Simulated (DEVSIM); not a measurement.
Structure: Schottky contact on n-type In0.53Ga0.47As, at 300 K.

```tsv
layer (left to right)	material	thickness (μm)	Nd (cm⁻³)	τn (s)	τp (s)
1	In0.53Ga0.47As	9.10	1.4e16	6.4e-8	6.4e-8
```

Left contact: Schottky, work function 5.04 eV, emission velocity 2.6e6 cm/s. Right contact: ohmic. Voltage is applied to the left contact. Recombination: SRH at mid-gap. Mobility is constant in doping.

This is a model device: material constants are rounded textbook-type values typed into the input, and sizes, dopings and lifetimes were drawn at random. Values at 300 K.

| parameter | In0.53Ga0.47As |
|---|---|
| gap (eV) | 0.74 |
| affinity (eV) | 4.51 |
| permittivity | 13.9 |
| Nc (cm⁻³) | 2.1e17 |
| Nv (cm⁻³) | 7.7e18 |
| μn (cm²/Vs) | 12000 |
| μp (cm²/Vs) | 300 |

Simulated with DEVSIM: 1D drift-diffusion, Boltzmann statistics, complete ionisation; no tunnelling, impact ionisation, image-force lowering or self-heating. Metal contacts follow the ideal Schottky-Mott rule: no Fermi-level pinning, no interface dipoles.

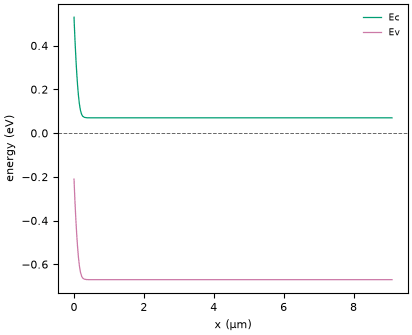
Figure. Band edges at zero bias

Energies count from the Fermi level of the right contact; mesh points crowd at the junctions.

```json
[
 {"x (μm)": "0.000", "Ec (eV)": "0.530", "Ev (eV)": "-0.210", "n (cm⁻³)": "2.6e8", "p (cm⁻³)": "2.3e15", "field (V/cm)": "-40000"},
 {"x (μm)": "0.01359", "Ec (eV)": "0.478", "Ev (eV)": "-0.262", "n (cm⁻³)": "2.0e9", "p (cm⁻³)": "3.0e14", "field (V/cm)": "-37000"},
 {"x (μm)": "0.03727", "Ec (eV)": "0.394", "Ev (eV)": "-0.346", "n (cm⁻³)": "5.0e10", "p (cm⁻³)": "1.2e13", "field (V/cm)": "-33000"},
 {"x (μm)": "0.07184", "Ec (eV)": "0.291", "Ev (eV)": "-0.449", "n (cm⁻³)": "2.7e12", "p (cm⁻³)": "2.2e11", "field (V/cm)": "-27000"},
 {"x (μm)": "0.1523", "Ec (eV)": "0.135", "Ev (eV)": "-0.605", "n (cm⁻³)": "1.1e15", "p (cm⁻³)": "5.3e8", "field (V/cm)": "-12000"},
 {"x (μm)": "0.2517", "Ec (eV)": "0.077", "Ev (eV)": "-0.663", "n (cm⁻³)": "1.1e16", "p (cm⁻³)": "5.6e7", "field (V/cm)": "-1700"},
 {"x (μm)": "0.4248", "Ec (eV)": "0.070", "Ev (eV)": "-0.670", "n (cm⁻³)": "1.4e16", "p (cm⁻³)": "4.3e7", "field (V/cm)": "-20"},
 {"x (μm)": "0.8013", "Ec (eV)": "0.070", "Ev (eV)": "-0.670", "n (cm⁻³)": "1.4e16", "p (cm⁻³)": "4.3e7", "field (V/cm)": "≈ 0"},
 {"x (μm)": "1.266", "Ec (eV)": "0.070", "Ev (eV)": "-0.670", "n (cm⁻³)": "1.4e16", "p (cm⁻³)": "4.3e7", "field (V/cm)": "≈ 0"},
 {"x (μm)": "1.992", "Ec (eV)": "0.070", "Ev (eV)": "-0.670", "n (cm⁻³)": "1.4e16", "p (cm⁻³)": "4.3e7", "field (V/cm)": "≈ 0"},
 {"x (μm)": "3.259", "Ec (eV)": "0.070", "Ev (eV)": "-0.670", "n (cm⁻³)": "1.4e16", "p (cm⁻³)": "4.3e7", "field (V/cm)": "≈ 0"},
 {"x (μm)": "5.539", "Ec (eV)": "0.070", "Ev (eV)": "-0.670", "n (cm⁻³)": "1.4e16", "p (cm⁻³)": "4.3e7", "field (V/cm)": "≈ 0"},
 {"x (μm)": "6.830", "Ec (eV)": "0.070", "Ev (eV)": "-0.670", "n (cm⁻³)": "1.4e16", "p (cm⁻³)": "4.3e7", "field (V/cm)": "≈ 0"},
 {"x (μm)": "7.657", "Ec (eV)": "0.070", "Ev (eV)": "-0.670", "n (cm⁻³)": "1.4e16", "p (cm⁻³)": "4.3e7", "field (V/cm)": "≈ 0"},
 {"x (μm)": "8.326", "Ec (eV)": "0.070", "Ev (eV)": "-0.670", "n (cm⁻³)": "1.4e16", "p (cm⁻³)": "4.3e7", "field (V/cm)": "≈ 0"},
 {"x (μm)": "8.634", "Ec (eV)": "0.070", "Ev (eV)": "-0.670", "n (cm⁻³)": "1.4e16", "p (cm⁻³)": "4.3e7", "field (V/cm)": "≈ 0"},
 {"x (μm)": "8.810", "Ec (eV)": "0.070", "Ev (eV)": "-0.670", "n (cm⁻³)": "1.4e16", "p (cm⁻³)": "4.3e7", "field (V/cm)": "≈ 0"},
 {"x (μm)": "8.923", "Ec (eV)": "0.070", "Ev (eV)": "-0.670", "n (cm⁻³)": "1.4e16", "p (cm⁻³)": "4.3e7", "field (V/cm)": "≈ 0"},
 {"x (μm)": "9.015", "Ec (eV)": "0.070", "Ev (eV)": "-0.670", "n (cm⁻³)": "1.4e16", "p (cm⁻³)": "4.3e7", "field (V/cm)": "≈ 0"},
 {"x (μm)": "9.057", "Ec (eV)": "0.070", "Ev (eV)": "-0.670", "n (cm⁻³)": "1.4e16", "p (cm⁻³)": "4.3e7", "field (V/cm)": "≈ 0"},
 {"x (μm)": "9.081", "Ec (eV)": "0.070", "Ev (eV)": "-0.670", "n (cm⁻³)": "1.4e16", "p (cm⁻³)": "4.3e7", "field (V/cm)": "≈ 0"},
 {"x (μm)": "9.100", "Ec (eV)": "0.070", "Ev (eV)": "-0.670", "n (cm⁻³)": "1.4e16", "p (cm⁻³)": "4.3e7", "field (V/cm)": "≈ 0"}
]
```
